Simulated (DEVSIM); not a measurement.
Device: abrupt Si p-n junction, at 300 K.

```csv
layer (left to right),material,thickness (μm),Nd (cm⁻³),Na (cm⁻³),τn (s),τp (s)
1,Si,14.0,-,2.2e17,0.00082,0.00082
2,Si,8.70,1.9e16,-,0.00082,0.00082
```

Left contact: ohmic. Right contact: ohmic. Voltage is applied to the left contact. Recombination: SRH at mid-gap. Mobility is constant in doping.

Constants are typed, rounded textbook-type inputs, not results; the design itself was drawn at random and stands for no fabricated device. Values at 300 K.

| parameter | Si |
|---|---|
| gap (eV) | 1.124 |
| affinity (eV) | 4.05 |
| permittivity | 11.7 |
| Nc (cm⁻³) | 2.86e19 |
| Nv (cm⁻³) | 3.1e19 |
| μn (cm²/Vs) | 1417 |
| μp (cm²/Vs) | 470 |

Simulated with DEVSIM: 1D drift-diffusion, Boltzmann statistics, complete ionisation; no tunnelling, impact ionisation, image-force lowering or self-heating.

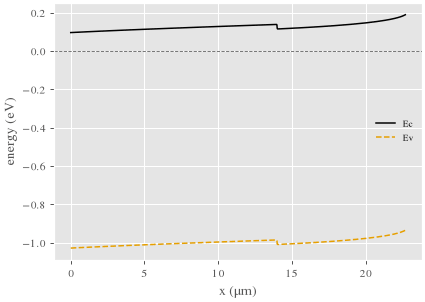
Band edges at 0.9 V on the left contact

Energies count from the Fermi level of the right contact; mesh points crowd at the junctions.

```csv
x (μm),Ec (eV),Ev (eV),n (cm⁻³),p (cm⁻³),field (V/cm)
0.000,0.096,-1.028,530,2.2e17,38
0.03730,0.096,-1.028,2.6e14,2.2e17,38
0.1389,0.097,-1.027,9.7e14,2.2e17,38
0.3913,0.098,-1.026,2.7e15,2.2e17,37
1.442,0.101,-1.023,9.2e15,2.3e17,35
3.867,0.110,-1.014,2.1e16,2.4e17,32
8.951,0.125,-0.999,3.9e16,2.6e17,28
12.59,0.135,-0.989,4.8e16,2.7e17,27
13.48,0.137,-0.987,5.0e16,2.7e17,26
13.81,0.138,-0.986,5.0e16,2.7e17,26
13.94,0.138,-0.986,5.1e16,2.7e17,19
14.00,0.126,-0.998,8.4e16,1.6e17,-13000
14.04,0.115,-1.009,1.3e17,1.1e17,-95
14.14,0.115,-1.009,1.3e17,1.1e17,36
14.57,0.117,-1.007,1.2e17,1.0e17,38
15.49,0.121,-1.003,1.1e17,9.2e16,42
17.83,0.132,-0.992,8.5e16,6.6e16,56
20.78,0.154,-0.970,5.0e16,3.1e16,100
22.17,0.174,-0.950,3.0e16,1.1e16,210
22.51,0.182,-0.942,2.3e16,4.4e15,310
22.64,0.187,-0.937,2.0e16,1.4e15,390
22.70,0.189,-0.935,1.9e16,6100,420
```
